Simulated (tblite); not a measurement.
# C₇H₁₄BNO: geometry relaxation (part 3 of 3)

Continued. System: C₇H₁₄BNO. Method: GFN2-xTB geometry optimisation, gas phase (tblite 0.8.0). It belongs to a series of runs on one base structure; here: H on N replaced by cBu.

Geometry of the input (Å):
```
C  -3.7415  -1.0380  0.5487
C  -2.7051  -0.7292  -0.0021
B  -1.3515  -0.3785  -0.6683
O  -1.5804  0.5816  -1.7554
N  -0.3908  0.0336  0.3967
C  -0.5062  -0.9034  1.4918
C  0.9671  0.1730  0.0439
C  1.4409  -0.0739  -1.3476
C  2.6009  0.8288  -0.9616
C  1.5273  1.5654  -0.1575
H  -4.6597  -1.3080  1.0334
H  -0.9391  -1.3698  -1.1776
H  -1.7753  0.0738  -2.5553
H  -0.7106  0.9570  0.7633
H  0.1914  -0.5545  2.3112
H  -0.1812  -1.9139  1.1843
H  -1.5447  -0.9142  1.8839
H  1.6262  -0.3735  0.7616
H  0.8935  0.4814  -2.1511
H  1.7195  -1.1098  -1.5878
H  2.9929  1.4582  -1.7728
H  3.3486  0.3116  -0.3331
H  0.8795  2.1427  -0.8395
H  1.8865  2.0794  0.7319
```

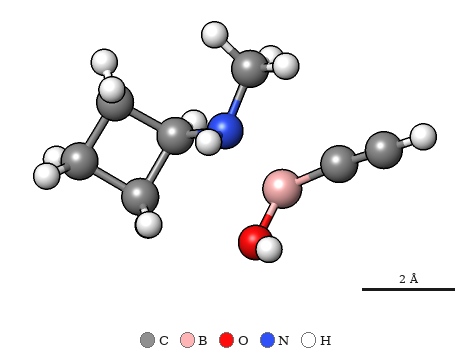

The geometry at step 167 of the log (ball-and-stick view, seen at a tilt).

Trajectory as extended XYZ, continued
```
24
Properties=species:S:1:pos:R:3:forces:R:3 step=158 energy=-824.47090
C    -3.8329   -1.2386    0.4058   -0.0200   0.0010   0.0080
C    -2.7314   -1.1741   -0.0707    0.0220  -0.0020  -0.0110
B    -1.3788   -1.0645   -0.8343    0.0060  -0.0130   0.0050
O    -1.4556   -0.3777   -2.0760    0.0050   0.0020  -0.0080
N    -0.3858    0.0125    0.1951   -0.0010   0.0040   0.0030
C    -0.6265   -0.1653    1.6220    0.0000   0.0020  -0.0030
C     1.0332   -0.0881   -0.1188   -0.0030  -0.0020  -0.0010
C     1.4551    0.2288   -1.5612    0.0000  -0.0020   0.0070
C     2.5575    1.1543   -1.0231   -0.0040   0.0010  -0.0030
C     1.9416    1.0538    0.3814   -0.0060   0.0040  -0.0030
H    -4.7863   -1.3160    0.8462   -0.0030  -0.0020   0.0040
H    -0.7237   -2.0534   -0.8799    0.0060  -0.0030  -0.0070
H    -2.2613    0.1304   -2.1554    0.0000   0.0040  -0.0030
H    -0.7161    0.9301   -0.0980    0.0040   0.0130   0.0040
H    -0.0555    0.5499    2.2198    0.0070  -0.0080   0.0020
H    -0.3347   -1.1769    1.9007   -0.0070   0.0120   0.0040
H    -1.6881   -0.0493    1.8283    0.0010  -0.0010  -0.0020
H     1.3706   -1.0730    0.2095    0.0000   0.0040  -0.0050
H     0.6762    0.7435   -2.1162    0.0030  -0.0060   0.0120
H     1.7818   -0.6250   -2.1467   -0.0050   0.0000  -0.0020
H     2.5929    2.1527   -1.4535   -0.0010  -0.0050   0.0040
H     3.5498    0.7128   -1.0805   -0.0080   0.0010  -0.0040
H     1.3797    1.9464    0.6567    0.0060  -0.0030  -0.0020
H     2.6266    0.8065    1.1899    0.0000  -0.0020   0.0020
24
Properties=species:S:1:pos:R:3:forces:R:3 step=167 energy=-824.47119
C    -3.8298   -1.2421    0.4053   -0.0010  -0.0030   0.0010
C    -2.7297   -1.1758   -0.0747    0.0040  -0.0020   0.0000
B    -1.3759   -1.0650   -0.8359    0.0040  -0.0030  -0.0020
O    -1.4480   -0.3831   -2.0797   -0.0040   0.0090  -0.0010
N    -0.3871    0.0172    0.1975   -0.0010  -0.0010   0.0020
C    -0.6296   -0.1634    1.6237    0.0020   0.0010   0.0000
C     1.0312   -0.0864   -0.1170   -0.0010   0.0000  -0.0010
C     1.4493    0.2305   -1.5601    0.0010   0.0020   0.0030
C     2.5561    1.1519   -1.0249    0.0000   0.0020  -0.0010
C     1.9436    1.0532    0.3814   -0.0020   0.0030  -0.0030
H    -4.7816   -1.3234    0.8488    0.0000   0.0020  -0.0010
H    -0.7167   -2.0513   -0.8777    0.0000  -0.0050   0.0010
H    -2.2499    0.1308   -2.1624    0.0010   0.0000  -0.0010
H    -0.7144    0.9369   -0.0933   -0.0020  -0.0030   0.0020
H    -0.0531    0.5452    2.2242    0.0000   0.0000   0.0000
H    -0.3451   -1.1773    1.9004   -0.0040   0.0020  -0.0020
H    -1.6906   -0.0413    1.8299    0.0030   0.0040  -0.0010
H     1.3672   -1.0721    0.2095    0.0010   0.0000   0.0000
H     0.6693    0.7493   -2.1095    0.0020  -0.0020   0.0020
H     1.7692   -0.6231   -2.1496   -0.0020   0.0020   0.0030
H     2.5935    2.1503   -1.4549    0.0000  -0.0020   0.0020
H     3.5465    0.7070   -1.0862   -0.0030  -0.0010   0.0020
H     1.3847    1.9476    0.6572    0.0040  -0.0040  -0.0010
H     2.6293    0.8045    1.1890   -0.0010  -0.0010  -0.0050
```

Results in brief

| quantity | value |
| --- | --- |
| outcome | converged |
| total energy | −824.4712 eV |
| hardware | 1 CPU thread, shared host |
| wall time | 2.7 s |
| peak memory | 0.18 GiB |
